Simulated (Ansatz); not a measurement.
The starting structures come from a database of crystals and need not be the phases stable at ambient conditions.

 Where the default PAW files enter, the runs use the earlier of Ansatz's two default sets.

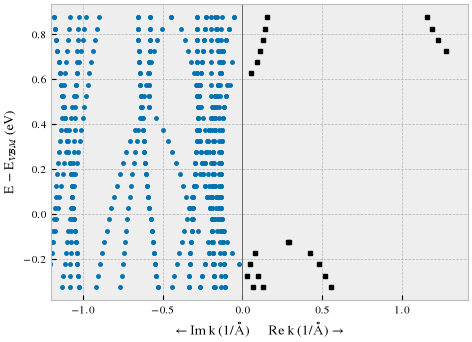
Figure. Complex bands at the centre of the two-dimensional zone; r2SCAN (Ansatz, an electronic-structure program)

No gap correction and no spin-orbit coupling; mid-gap values are interpolated between computed energies.

This is HgTe (P3_221, not sure to be the ambient phase, 6 atoms a cell, 30.3 Å³ an atom) along the normal of (110). Read off the slowest decay at the centre of the two-dimensional zone at 0.33 eV, the computed energy nearest the middle of the gap.

κ ≈ 0.13 1/Å, a decay length 1/(2κ) of the density of 3.9 Å.
